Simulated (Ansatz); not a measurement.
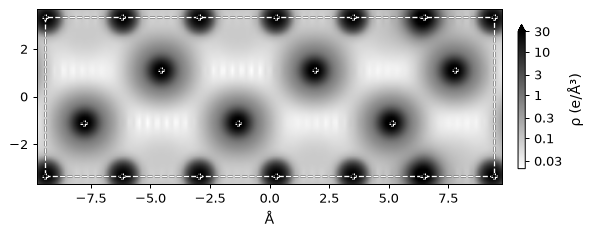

The valence pseudo-density on a plane through atoms (crosses mark nuclei in the plane).

The calculation used Ansatz, DFT PBE, scalar-relativistic, plane waves, PAW.

Candidates:
A. Cd3HgSe4, a = 6.21 Å, b = 6.21 Å, c = 12.43 Å, α = 90.00°, β = 90.00°, γ = 90.00°. Space group I-42m; a structure generated by program, which may or may not match a known phase.
B. Cd5HgS6, a = 4.20 Å, b = 4.20 Å, c = 20.52 Å, α = 90.00°, β = 90.00°, γ = 120.00°. Space group P3m1; a structure generated by program, which may or may not match a known phase.
C. Mg5NiSe6, a = 3.85 Å, b = 3.85 Å, c = 18.85 Å, α = 90.00°, β = 90.00°, γ = 120.00°. Space group P-3m1; a structure generated by program, which may or may not match a known phase; spin-polarised.

Which candidate gave the map?

Answer. Candidate C: Mg5NiSe6 on the (110) plane of the conventional cell, which holds Mg, Ni and Se. Ni–Se (2.59 Å): ρ is about 0.35 e/Å³ halfway. Mg–Se (2.75 Å): ρ is about 0.25 e/Å³ halfway.
